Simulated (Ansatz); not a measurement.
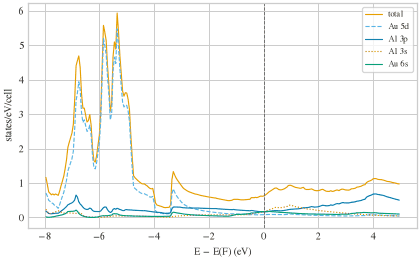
Figure. Total and projected density of states of AlAu (CsCl type, Pm-3m), plane-wave PAW PBEsol (Ansatz code)

Problem. Which orbitals carry the states next to the Fermi level?

Solution. Within 0.5 eV of the Fermi level: Al 3p 27 %, Al 3s 27 %, Au 6s 23 %, Au 5d 12 %, outside the projected shells 11 %. Projections are on Löwdin-orthogonalised atomic valence shells; empty p or d shells of many metals are not among them.

Problem. Where is the tallest occupied peak in this window, and what makes it?

Solution. Near -5.3 eV, about 5.9 states/eV per cell; the largest projected share is Au 5d.

The workflow started from a Materials Project entry (that database holds measured and hypothetical structures alike); the Crystallography Open Database copy checked does not list it. With Al and Au taken as one species the cell has the higher symmetry Im-3m, so it may be an ordered model of a mixed-site phase. Its standing as an ambient phase is unchecked. The PBEsol relaxation kept the symmetry of its start. At this level the phase is mechanically unstable. Scalar-relativistic: spin–orbit coupling is off unless named, which matters more the heavier the elements.

Potentials: the later of the program's two PAW sets.
